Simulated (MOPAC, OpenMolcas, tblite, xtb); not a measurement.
**SbNH4O (SMILES [NH2][SbH][OH]): methods side by side**

The species is SbNH4O (7 atoms), meant as a singlet with charge 0. SMILES: `[NH2][SbH][OH]`. Geometry: a GFN2-xTB relaxation, a rough one for these elements and not checked as a minimum. This is one conformer, not always the lowest.

```xyz
7

N    -1.1088    0.5875   -0.6474
Sb   -0.0971    0.3122    1.0600
O     0.9630   -1.1817    0.2797
H    -0.5168    0.2934   -1.4158
H    -1.9386    0.0106   -0.6924
H     1.0497    1.4750    0.5516
H     1.6485   -1.4969    0.8643
```

Quantity: the dipole moment, in D. The values are calculated.

```csv
level,kind,program,value (D),CPU time
PM6,semi-empirical,MOPAC,2.44,under 2 s
PM7,semi-empirical,MOPAC,2.84,under 2 s
GFN1-xTB,semi-empirical,tblite,3.46,under 2 s
GFN0-xTB,semi-empirical,xtb,4.83,under 2 s
HF/STO-3G,Hartree–Fock,OpenMolcas,1.55,3.1 s
HF/3-21G,Hartree–Fock,OpenMolcas,2.20,3.7 s
HF/def2-SVP (core potential),Hartree–Fock,OpenMolcas,1.84,6 s
SVWN5/STO-3G,LDA,OpenMolcas,1.48,10 s
"OLYP/ANO-RCC-VDZ (DKH2, RICD fitting)",GGA,OpenMolcas,2.09,22 s
PBE/3-21G,GGA,OpenMolcas,1.52,15 s
```

All-electron rows without a relativistic Hamiltonian named are non-relativistic, while core potentials hold scalar relativity, so basis and relativity change together. The values span 1.48 to 4.83 D. Sets without polarisation functions give poor dipoles. CPU times are rough (shared hosts, several kinds of processor): they show what a rung costs within a factor of a few.

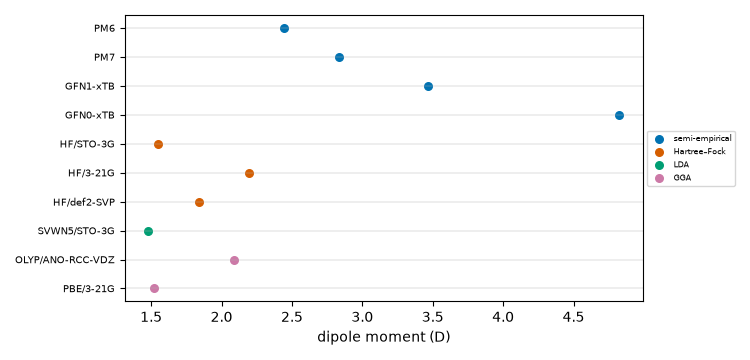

The values of the table, level by level.
